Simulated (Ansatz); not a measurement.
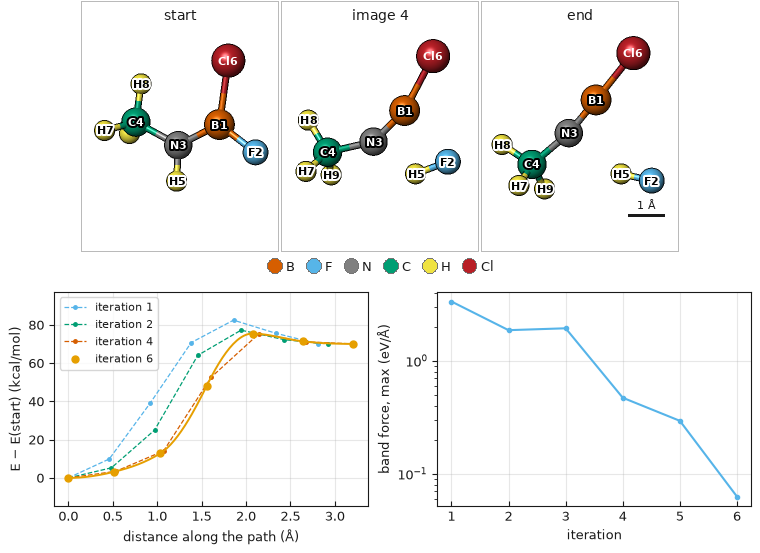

A nudged-elastic-band calculation for CH₄BClFN. Images are numbered from 0 (start) to 6 (end). The plot follows the band through its iterations. A ball-and-stick model, seen at a tilt.

Computed with Ansatz 0.2.0, RKS BLYP/6-31G. Run with 5 movable images; climbing image; force threshold 0.2 eV/Å; iteration limit 60; starting path through a guess of the saddle point.

Judge this run.

Answer. The run is converged, with reservations. The band converged in 6 iterations. The largest component of the band force went from 3.3 to 0.063 eV/Å. The climbing image converged on the top of the path. Its curvatures weren't checked. The force threshold is loose. The first iteration put the highest image at 82.5 kcal/mol. The energy climbs by 75.5 kcal/mol to image 4 and then falls by 5.4 kcal/mol, so the end point sits at +70.1 kcal/mol.

The run took 2.3 min on 1 thread of Arm Neoverse N1 (shared host), peak memory 0.24 GiB.
